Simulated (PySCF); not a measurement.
# C$_{6}$H$_{12}$F$_{2}$OSi: what the fields show

The calculation's input:

```
{"job": {"kind": "nmr", "xc": "PBE0", "basis": "pcSseg-1"}, "charge": 0, "multiplicity": 1}
F      3.293359    -0.505222    -0.682016
Si     2.649714    -0.177971     0.758264
C      0.764886    -0.013698     0.504978
C      0.183366    -1.324324    -0.044226
C     -1.337470    -1.416060     0.065602
C     -2.074072    -0.257716    -0.604932
O     -1.956006     0.940853     0.155842
C     -0.933599     1.784508    -0.170408
F     -1.273672     2.496034    -1.326376
C      0.445513     1.165142    -0.422326
H      2.987860    -1.325729     1.584643
H      3.259406     1.080122     1.159197
H      0.296318     0.183257     1.475140
H      0.481753    -1.432263    -1.089865
H      0.609036    -2.169932     0.502438
H     -1.674934    -2.350504    -0.386842
H     -1.625674    -1.425078     1.118955
H     -3.146094    -0.471416    -0.630327
H     -1.727110    -0.101475    -1.630773
H     -0.902741     2.535992     0.631071
H      1.175569     1.969192    -0.308144
H      0.494179     0.835673    -1.462315
```

Command:

```sh
OMP_NUM_THREADS=1 python probes_run.py task.json out
```

Geometry: GFN2-xTB.

Computed with PySCF 2.14.0, PBE0/pcSseg-1, SCF density, gas phase, non-relativistic.

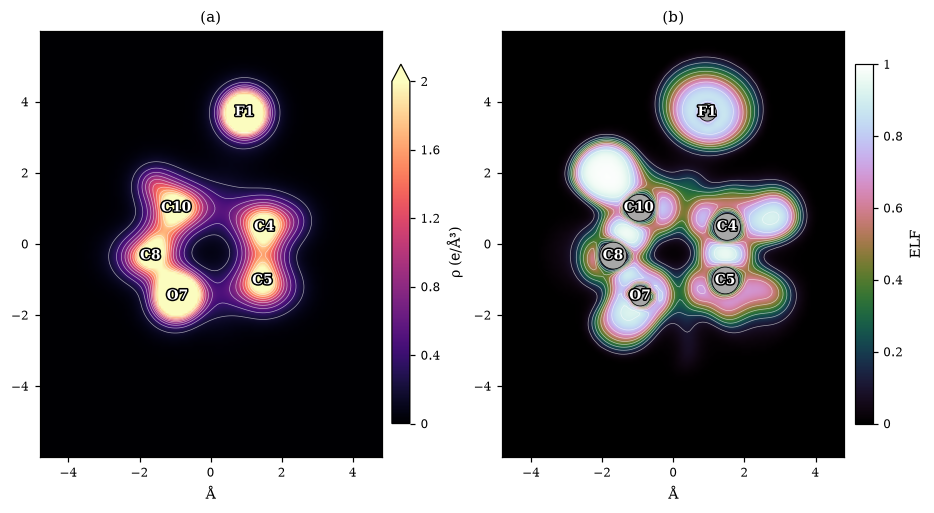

Figure 1. (a) total electron density; (b) ELF on the plane of atoms O7, C8 and C10. Grey discs cover the atomic cores in the ELF map.

Question: What do the fields say about this system?

Answer:
- The plane passes through F, C and O nuclei.
- C–O (1.37 Å): the density is about 2.3 e/Å³ at the midpoint, with its minimum of 2 e/Å³ about 0.5 Å from C; the ELF peaks at about 0.90 between the atoms: a polar covalent bond.
- C–C (1.53 Å): ρ at the midpoint is about 1.6 e/Å³; the ELF peaks at about 0.95 between the atoms (a covalent bond).
- The ELF also peaks beside O7 and F1, away from the bonds: lone-pair regions.

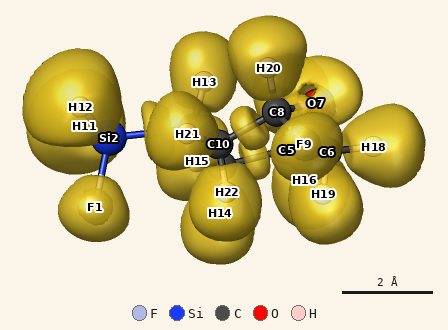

Figure 2. Isosurface of the electron localisation function at 0.75 (yellow), seen from one side. Core shells and regions of very low density are left out.

Question: Describe the localisation domains.

Answer: At this value the surface marks out five regions between bonded C–C atoms (shared pairs), one region between bonded C–Si atoms (shared pairs), twelve regions around hydrogen nuclei, one region on F in which the atom's valence shell and bonds are merged, one region on O in which the atom's valence shell and bonds are merged and one region wrapped around F (its lone pairs, merged into a ring or cap). Profiles from the grid: C–F (1.40 Å): the ELF peaks at about 0.80 between the atoms, as expected for a shared but strongly polarised pair.

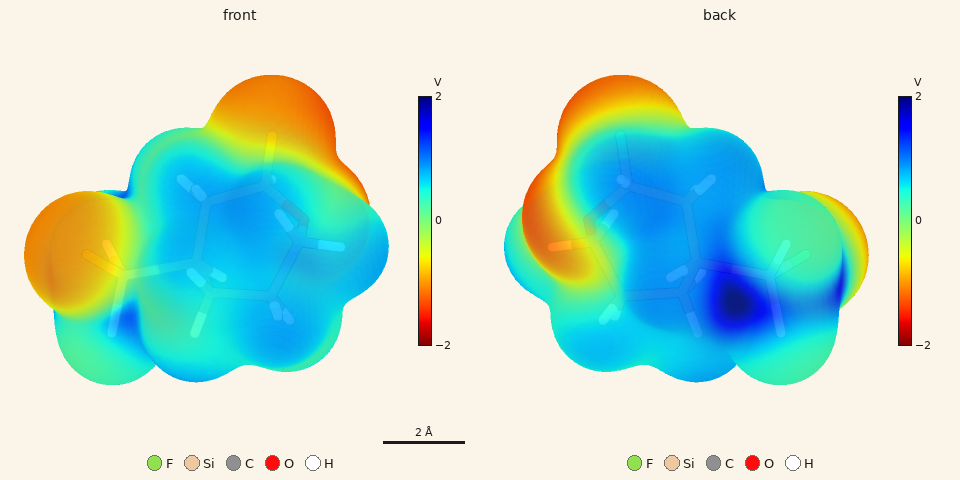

Figure 3. The electrostatic potential painted on the density surface at 0.002 e/bohr³, seen from the front and from behind; the colour scale runs from red (negative) to blue (positive).

Question: Describe the electrostatic potential map.

Answer: The most negative region (about −1.3 V) lies over O7 and F9, the most positive (about +1.8 V) over Si2.
